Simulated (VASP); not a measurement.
Band structure of CdS (relaxed from the NiAs type structure, space group P6_3/mmc). These are r2SCAN meta-GGA, VASP's PBE PAW potentials (set 64) (plane waves; VASP) values and carry that method's errors.

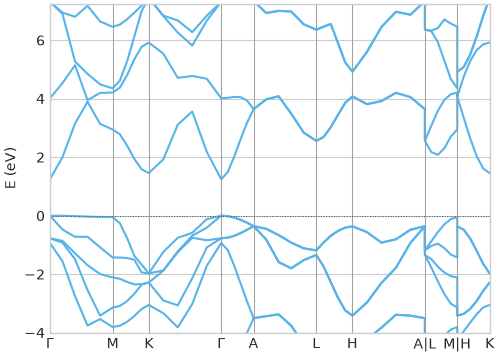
Bands along high-symmetry lines, zero at the valence-band maximum or, without a gap, the Fermi level

### Question
Read the plot: is there a gap, and where are the band edges?

### Answer
The gap is direct, 1.24 eV, from the valence maximum at Γ to the conduction minimum at Γ.

The structure was generated: CdS was put into the NiAs type type (P6_3/mmc), which need not be its known phase. It was relaxed first, which changed the volume by +9 %.
